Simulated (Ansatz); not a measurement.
Fields on a plane of EuO (rock salt)

```xyz
2
Lattice="0.0000 2.5308 2.5308 2.5308 0.0000 2.5308 2.5308 2.5308 0.0000" Properties=species:S:1:pos:R:3 pbc="T T T"
O      0.0000     0.0000     0.0000
Eu     2.5308     2.5308     2.5308
```

The slice is a {111} plane (indices of the conventional cell) through the point (0.000, 0.000, 0.000) (fractional), spanned by u = [100] and v = [-1 2 0] in vectors of this cell: u (3.58 Å) and v (6.20 Å, at 90° to u). It covers one period; positions are fractions (u, v).

Atoms on it: O at (0.00, 0.00); O at (0.50, 0.50).

Calculation: PBE (plane waves to 420 eV, PAW, scalar-relativistic; Ansatz, a quantum-chemistry and plane-wave program). k mesh 16×16×16. These are valence fields of a PAW run, semicore shells included where kept as valence: close to a nucleus they are smooth pseudo fields. EuO is run spin-polarised and with no Hubbard U. EuO was relaxed with its symmetry unable to fall. Relaxed EuO ends ferromagnetic. Other magnetic orders were not checked, so this need not be the ground state. The f-shell state is unchecked: a lower one may exist.

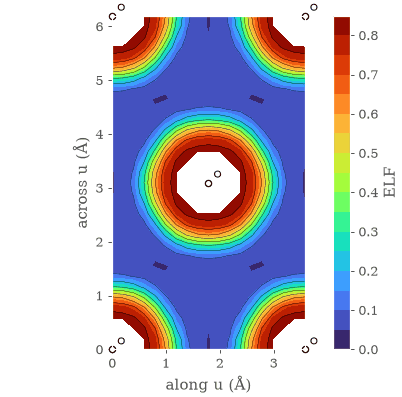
Fig. 1. Electron localisation function (ELF), one period of the plane, atoms marked. Points within 0.5 Å of a nucleus are left white, as the pseudised field means little there.

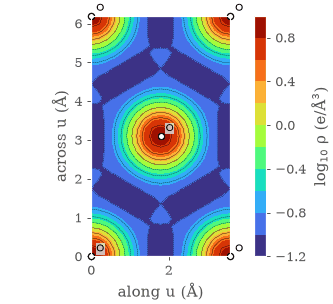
Log₁₀ of the valence density in e/Å³, one period of the plane, atoms marked. The scale is logarithmic, as a density can span decades between atoms and voids.
